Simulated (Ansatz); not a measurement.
# CH8AlNOSn: geometry relaxation (part 2 of 2)

CH8AlNOSn; RKS PBE0-D4/def2-mTZVP (Ansatz 0.2.0). It belongs to a series of runs on one base structure; here: end point B relaxed.

Geometry of the input (Å):
```
N  -1.1466  -0.0168  -1.0473
C  -0.0308  -0.2218  -0.2176
Sn -0.4973  -1.8542  1.0846
O  0.3430  0.9232  0.5686
Al 1.3926  2.0976  -0.3282
H  -1.9496  -0.7085  -0.7564
H  -0.9146  -0.3469  -2.0475
H  0.8712  -0.5381  -0.8484
H  -1.8326  -1.4199  2.1438
H  0.9314  -2.1718  2.1324
H  -0.8522  -3.2764  0.1697
H  2.9940  1.9628  -0.1625
H  0.7180  3.2816  -1.2414
```

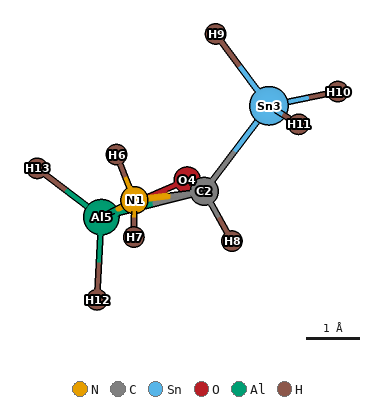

Fig. 1: The geometry at step 17 of the log (ball-and-stick view, seen at a tilt; atoms are numbered from 1 in the order of the input).

### Trajectory as extended XYZ, continued
```
13
Properties=species:S:1:pos:R:3:forces:R:3 step=6 energy=-17125.67989
N    -0.9211   -0.0296   -1.2985   -0.3203  -0.1635  -0.0213
C     0.0871   -0.3894   -0.3159   -0.0765  -0.0666  -0.0728
Sn   -0.4619   -1.8858    1.1934    0.0066  -0.0048   0.0287
O     0.5214    0.7434    0.3708   -0.0355  -0.0478  -0.0598
Al    1.2569    2.1271   -0.3290   -0.0752   0.3034   0.0482
H    -1.8650    0.0691   -0.8895    0.7279  -0.1248  -0.4068
H    -0.9371   -0.7182   -2.0592   -0.2452   0.3298   0.4362
H     0.9094   -0.8343   -0.8969    0.0142   0.0059   0.0756
H    -1.8075   -1.3427    2.1107    0.0019   0.0163  -0.0294
H     0.8544   -2.2054    2.2436   -0.0119  -0.0041   0.0131
H    -0.8964   -3.3521    0.4029   -0.0180  -0.0114   0.0050
H     2.8457    2.0660   -0.4045   -0.0666   0.0148  -0.1107
H     0.4406    3.4626   -0.6782    0.0986  -0.2472   0.0940
13
Properties=species:S:1:pos:R:3:forces:R:3 step=7 energy=-17125.74002
N    -0.8427   -0.0019   -1.3118   -0.2168  -0.1896  -0.0444
C     0.1211   -0.4150   -0.3048    0.0252   0.0158  -0.0585
Sn   -0.4874   -1.8940    1.2029   -0.0166   0.0015   0.0159
O     0.5757    0.7031    0.3885   -0.0342  -0.0816   0.1344
Al    1.2203    2.1174   -0.3355   -0.0282   0.3314  -0.1217
H    -1.7794    0.1591   -0.9193    0.5212  -0.1123  -0.2687
H    -0.9042   -0.7072   -2.0516   -0.1729   0.2895   0.3008
H     0.9450   -0.8806   -0.8656    0.0006  -0.0320   0.0400
H    -1.8356   -1.3234    2.1002    0.0079   0.0174  -0.0323
H     0.8109   -2.2268    2.2737   -0.0282   0.0058  -0.0116
H    -0.9355   -3.3609    0.4201   -0.0156  -0.0051   0.0044
H     2.7986    2.0992   -0.5960   -0.1776   0.0070  -0.0611
H     0.3396    3.4419   -0.5511    0.1352  -0.2478   0.1028
13
Properties=species:S:1:pos:R:3:forces:R:3 step=9 energy=-17125.85599
N    -0.6958    0.0385   -1.3153    0.1441   0.0156   0.0029
C     0.1990   -0.4529   -0.2741    0.0340   0.0224   0.0079
Sn   -0.5320   -1.8984    1.2104   -0.0062  -0.0313  -0.0538
O     0.6612    0.6363    0.4570    0.0428   0.1004   0.1874
Al    1.1352    2.0952   -0.3420    0.0606  -0.0802  -0.4264
H    -1.6104    0.2796   -0.9469   -0.0012   0.0533   0.0685
H    -0.8408   -0.6607   -2.0380    0.0471   0.0362  -0.0381
H     1.0257   -0.9490   -0.8037   -0.0102  -0.0015   0.0143
H    -1.8831   -1.2715    2.0604    0.0005   0.0286  -0.0195
H     0.7348   -2.2559    2.3060   -0.0246  -0.0067   0.0179
H    -1.0055   -3.3583    0.4291   -0.0233  -0.0113   0.0086
H     2.6348    2.1176   -0.9438   -0.3524   0.0117   0.1023
H     0.2035    3.3903   -0.3493    0.0889  -0.1373   0.1280
13
Properties=species:S:1:pos:R:3:forces:R:3 step=10 energy=-17125.93512
N    -0.6298    0.0654   -1.3030    0.1886   0.0931   0.0637
C     0.2386   -0.4617   -0.2513    0.1286   0.1164   0.0414
Sn   -0.5462   -1.9013    1.2072   -0.0290  -0.0349   0.0041
O     0.7085    0.6175    0.4941   -0.0023   0.0167   0.1760
Al    1.0898    2.0740   -0.3726   -0.0540  -0.2519  -0.4189
H    -1.5452    0.3136   -0.9425   -0.0375   0.0521   0.0685
H    -0.7773   -0.6133   -2.0445    0.0757   0.0452  -0.0534
H     1.0668   -0.9637   -0.7708   -0.0135  -0.0246  -0.0276
H    -1.8966   -1.2386    2.0312   -0.0009   0.0269  -0.0246
H     0.6884   -2.2813    2.3319   -0.0235  -0.0028  -0.0017
H    -1.0433   -3.3568    0.4313   -0.0112   0.0068  -0.0055
H     2.5228    2.1058   -1.1087   -0.2974   0.0234   0.0953
H     0.1499    3.3513   -0.2523    0.0766  -0.0664   0.0827
13
Properties=species:S:1:pos:R:3:forces:R:3 step=12 energy=-17126.24446
N    -0.4659    0.1731   -1.2339   -0.0162   0.2058  -0.1174
C     0.3297   -0.4868   -0.1773    0.1444   0.1620   0.1610
Sn   -0.5895   -1.9164    1.2112    0.0352  -0.0105  -0.0216
O     0.8031    0.5599    0.6019    0.1550   0.0272   0.1048
Al    0.9125    1.9388   -0.5092    0.0121  -0.2754  -0.2347
H    -1.3934    0.4153   -0.8945   -0.0240   0.0051   0.0571
H    -0.6051   -0.4173   -2.0568    0.1991   0.2574   0.0635
H     1.1445   -1.0011   -0.7078   -0.0024  -0.0589   0.0069
H    -1.9348   -1.1875    1.9846    0.0090   0.0173  -0.0410
H     0.6107   -2.3237    2.3595   -0.0416  -0.0053  -0.0003
H    -1.1046   -3.3553    0.4199   -0.0254   0.0113  -0.0174
H     2.2710    2.0706   -1.3992   -0.4746  -0.1237   0.1465
H     0.0483    3.2411   -0.1487    0.0295  -0.2125  -0.1073
13
Properties=species:S:1:pos:R:3:forces:R:3 step=13 energy=-17126.40897
N    -0.3922    0.2504   -1.1823   -0.3781  -0.1189  -0.3154
C     0.3726   -0.4855   -0.1352    0.2463   0.0716   0.2102
Sn   -0.5985   -1.9236    1.2067   -0.0251   0.0280  -0.0094
O     0.8672    0.5342    0.6630    0.1142   0.0864  -0.0753
Al    0.8335    1.8596   -0.5531    0.1717  -0.0336  -0.0254
H    -1.3339    0.4635   -0.8586   -0.0164  -0.0289   0.0320
H    -0.5003   -0.2725   -2.0583    0.2283   0.3200   0.2185
H     1.1716   -1.0124   -0.6796   -0.0093  -0.0207  -0.0153
H    -1.9436   -1.1687    1.9550    0.0080   0.0145  -0.0344
H     0.5794   -2.3424    2.3701   -0.0296  -0.0141  -0.0010
H    -1.1314   -3.3497    0.4048   -0.0070   0.0172  -0.0282
H     2.1329    1.9984   -1.5170   -0.3536  -0.1024   0.1559
H    -0.0307    3.1596   -0.1656    0.0505  -0.2192  -0.1122
13
Properties=species:S:1:pos:R:3:forces:R:3 step=15 energy=-17126.47366
N    -0.3849    0.2435   -1.0796   -0.3250  -0.0636  -0.0434
C     0.4913   -0.4817   -0.0817    0.1642   0.0212  -0.2021
Sn   -0.5551   -1.9068    1.1906   -0.0512  -0.0198   0.1708
O     1.0270    0.5392    0.6825   -0.0636  -0.0495  -0.0350
Al    0.7643    1.8315   -0.5353    0.1831   0.1490  -0.0908
H    -1.3520    0.3359   -0.7670    0.1291  -0.0962  -0.0050
H    -0.3912   -0.1610   -2.0150    0.0651   0.0438   0.1562
H     1.2508   -0.9889   -0.6970   -0.0162  -0.0160   0.0428
H    -1.8984   -0.9861    1.7375   -0.0241  -0.0682   0.0545
H     0.4269   -2.4396    2.4918   -0.0813   0.0685  -0.1096
H    -1.1381   -3.2698    0.3159    0.0237   0.0289  -0.0103
H     1.8702    1.8832   -1.7002   -0.0622   0.0874   0.1063
H    -0.0847    3.1114   -0.0926    0.0584  -0.0853  -0.0345
13
Properties=species:S:1:pos:R:3:forces:R:3 step=17 energy=-17126.49188
N    -0.3893    0.2454   -1.0941   -0.0492  -0.0436   0.0225
C     0.4743   -0.4857   -0.0942    0.0565   0.0204   0.0213
Sn   -0.5798   -1.8963    1.2094   -0.0449   0.0601  -0.0414
O     1.0426    0.5308    0.6525   -0.0076  -0.0529  -0.0558
Al    0.7969    1.8420   -0.5482    0.0013  -0.0162  -0.0004
H    -1.3527    0.3312   -0.7775    0.0423   0.0123  -0.0554
H    -0.3929   -0.1721   -2.0210    0.0098   0.0155   0.0377
H     1.2167   -1.0355   -0.6934   -0.0158   0.0308   0.0024
H    -1.9480   -1.0551    1.8170    0.0079  -0.0163  -0.0036
H     0.4385   -2.4034    2.4748    0.0246  -0.0129   0.0387
H    -1.1234   -3.2606    0.3129    0.0001   0.0046   0.0074
H     1.9187    1.9724   -1.6774   -0.0163  -0.0070   0.0033
H    -0.0751    3.0978   -0.1110   -0.0088   0.0052   0.0234
13
Properties=species:S:1:pos:R:3:forces:R:3 step=18 energy=-17126.49090 accepted=F
N    -0.3819    0.2426   -1.1093    0.0993   0.0349  -0.0418
C     0.4641   -0.4928   -0.0961    0.0113   0.1665   0.0118
Sn   -0.5888   -1.8905    1.2230   -0.0302   0.0392  -0.0537
O     1.0422    0.5234    0.6455   -0.0062  -0.1075   0.0120
Al    0.7859    1.8437   -0.5379    0.0179  -0.0443  -0.0104
H    -1.3599    0.3188   -0.8547   -0.0952  -0.0413   0.0865
H    -0.3254   -0.1433   -2.0455   -0.0092  -0.0475  -0.0465
H     1.2037   -1.0485   -0.6907    0.0067  -0.0220   0.0094
H    -1.9441   -1.0648    1.8730   -0.0021   0.0103  -0.0126
H     0.4587   -2.3977    2.4654    0.0240  -0.0154   0.0260
H    -1.1482   -3.2540    0.3341    0.0036   0.0073   0.0097
H     1.8904    1.9735   -1.6839    0.0002   0.0200   0.0003
H    -0.0701    3.1003   -0.0729   -0.0199  -0.0002   0.0091
13
Properties=species:S:1:pos:R:3:forces:R:3 step=20 energy=-17126.49558
N    -0.3795    0.2384   -1.1059    0.0006  -0.0016   0.0149
C     0.4887   -0.5155   -0.1239   -0.0886  -0.1546  -0.1422
Sn   -0.5842   -1.8716    1.2133   -0.0608  -0.0129   0.0195
O     1.1098    0.4711    0.6018    0.1283   0.1794   0.1634
Al    0.7926    1.8298   -0.5205    0.0124   0.0240  -0.0661
H    -1.3504    0.3085   -0.8125    0.0190  -0.0219  -0.0081
H    -0.3553   -0.1454   -2.0454   -0.0163   0.0086  -0.0137
H     1.1925   -1.0957   -0.7391    0.0050   0.0105  -0.0133
H    -1.9600   -1.0110    1.7752   -0.0005  -0.0023  -0.0075
H     0.4189   -2.3158    2.5166    0.0067  -0.0189   0.0093
H    -1.1213   -3.2688    0.3658    0.0016  -0.0070   0.0157
H     1.8694    2.0445   -1.6795   -0.0057   0.0072   0.0036
H    -0.0946    3.0424    0.0039   -0.0017  -0.0105   0.0245
13
Properties=species:S:1:pos:R:3:forces:R:3 step=21 energy=-17126.49740
N    -0.3748    0.2360   -1.1087    0.0126   0.0062   0.0109
C     0.4965   -0.5207   -0.1310   -0.0641  -0.1189  -0.1119
Sn   -0.5885   -1.8646    1.2147   -0.0151  -0.0252   0.0282
O     1.1312    0.4643    0.5889    0.0781   0.1123   0.0911
Al    0.7928    1.8299   -0.5206    0.0037   0.0220  -0.0228
H    -1.3464    0.2987   -0.8173    0.0085  -0.0112  -0.0040
H    -0.3471   -0.1414   -2.0508   -0.0149   0.0078  -0.0062
H     1.1921   -1.1065   -0.7508   -0.0040   0.0064   0.0157
H    -1.9666   -0.9973    1.7619    0.0069   0.0013  -0.0097
H     0.4065   -2.3084    2.5265   -0.0042   0.0041  -0.0020
H    -1.1245   -3.2748    0.3875   -0.0007   0.0076  -0.0005
H     1.8551    2.0707   -1.6888   -0.0167   0.0040   0.0122
H    -0.0998    3.0249    0.0385    0.0101  -0.0162  -0.0011
13
Properties=species:S:1:pos:R:3:forces:R:3 step=23 energy=-17126.49837
N    -0.3660    0.2304   -1.1124    0.0339  -0.0122   0.0150
C     0.5133   -0.5430   -0.1535   -0.0208  -0.0273  -0.0301
Sn   -0.5924   -1.8510    1.2174    0.0242  -0.0175   0.0111
O     1.1837    0.4321    0.5553   -0.0041   0.0441  -0.0343
Al    0.7934    1.8239   -0.5082    0.0017  -0.0036   0.0078
H    -1.3370    0.2810   -0.8180   -0.0067  -0.0045   0.0041
H    -0.3407   -0.1269   -2.0627   -0.0013   0.0082   0.0051
H     1.1861   -1.1452   -0.7825   -0.0221   0.0236   0.0284
H    -1.9726   -0.9525    1.7098    0.0085  -0.0123  -0.0097
H     0.3737   -2.2657    2.5608   -0.0065   0.0223  -0.0117
H    -1.1184   -3.2869    0.4282   -0.0119   0.0204  -0.0051
H     1.8151    2.1336   -1.6979   -0.0202  -0.0095   0.0335
H    -0.1117    2.9810    0.1135    0.0253  -0.0317  -0.0141
13
Properties=species:S:1:pos:R:3:forces:R:3 step=24 energy=-17126.49878
N    -0.3676    0.2303   -1.1109    0.0211  -0.0081   0.0115
C     0.5117   -0.5408   -0.1510   -0.0174  -0.0192  -0.0302
Sn   -0.5892   -1.8537    1.2163   -0.0023  -0.0101   0.0071
O     1.1771    0.4366    0.5595    0.0019   0.0314  -0.0138
Al    0.7925    1.8241   -0.5100    0.0089  -0.0055   0.0091
H    -1.3382    0.2818   -0.8146   -0.0015  -0.0027  -0.0005
H    -0.3442   -0.1292   -2.0603   -0.0010   0.0045   0.0011
H     1.1881   -1.1398   -0.7785   -0.0138   0.0171   0.0146
H    -1.9718   -0.9622    1.7122    0.0046   0.0027  -0.0023
H     0.3809   -2.2645    2.5564   -0.0013   0.0054  -0.0028
H    -1.1250   -3.2823    0.4215    0.0045   0.0063  -0.0022
H     1.8220    2.1249   -1.6936   -0.0145  -0.0051   0.0151
H    -0.1098    2.9857    0.1029    0.0108  -0.0168  -0.0067
13
Properties=species:S:1:pos:R:3:forces:R:3 step=26 energy=-17126.49897
N    -0.3675    0.2302   -1.1122    0.0035  -0.0061  -0.0043
C     0.5104   -0.5451   -0.1569   -0.0004  -0.0021   0.0082
Sn   -0.5902   -1.8511    1.2168    0.0014  -0.0009   0.0011
O     1.1837    0.4289    0.5524    0.0053   0.0024   0.0026
Al    0.7931    1.8214   -0.5048    0.0017  -0.0028   0.0013
H    -1.3391    0.2777   -0.8188    0.0007   0.0000  -0.0040
H    -0.3395   -0.1227   -2.0638   -0.0089   0.0043  -0.0033
H     1.1823   -1.1470   -0.7849   -0.0005   0.0034  -0.0013
H    -1.9740   -0.9565    1.7029   -0.0002   0.0001  -0.0006
H     0.3801   -2.2464    2.5611   -0.0017   0.0003  -0.0003
H    -1.1200   -3.2855    0.4296    0.0001   0.0003   0.0006
H     1.8148    2.1307   -1.6909   -0.0006   0.0013  -0.0001
H    -0.1077    2.9762    0.1191   -0.0004  -0.0002   0.0001
```

### Results in brief

```tsv
quantity	value
outcome	converged
total energy	−17126.4990 eV
mean-field energy	−17126.2283 eV
largest force (length of the vector) at the end	0.010 eV/Å
hardware	2 threads of Intel Xeon @ 2.50GHz (Skylake/Cascade Lake), 189 GiB of memory available, shared host
wall time	7 min (CPU time 13 min)
peak memory	0.45 GiB
```
